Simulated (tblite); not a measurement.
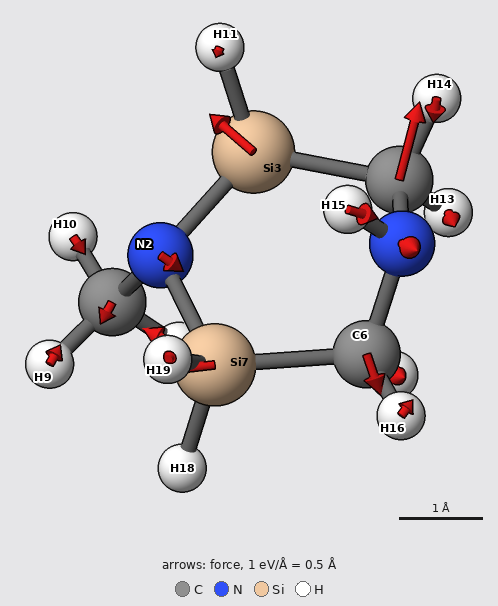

Starting geometry of C₃H₁₂N₂Si₂ with the computed forces as red arrows. A ball-and-stick model, seen at a tilt.

Method: GFN2-xTB geometry optimisation, gas phase (tblite 0.8.0). 

What follows when this structure is relaxed?

It isn't relaxed: the largest force vector, on a C atom, is 2.01 eV/Å. The final displacements have little in common with the starting forces (cosine between the two patterns 0.12). After 121 geometry steps the energy has fallen by 21.7 kcal/mol. The atom that moves furthest after the best rigid fit is an H atom (1.26 Å). By element the largest moves are H 1.26 Å, Si 0.60 Å, C 0.57 Å, N 0.54 Å. Some distances before and after: C–Si 1.852 → 1.911 Å, N–Si 1.766 → 1.735 Å, C–H 1.123 → 1.092 Å, H–N 1.044 → 1.016 Å. Among the angles between lasting bonds that change: C–N–Si 107.7° → 116.7°, Si–N–Si 116.2° → 125.2°, N–C–H 115.2° → 106.8°. Groups turn about C–Si by about 25°, C–N by about 20°.
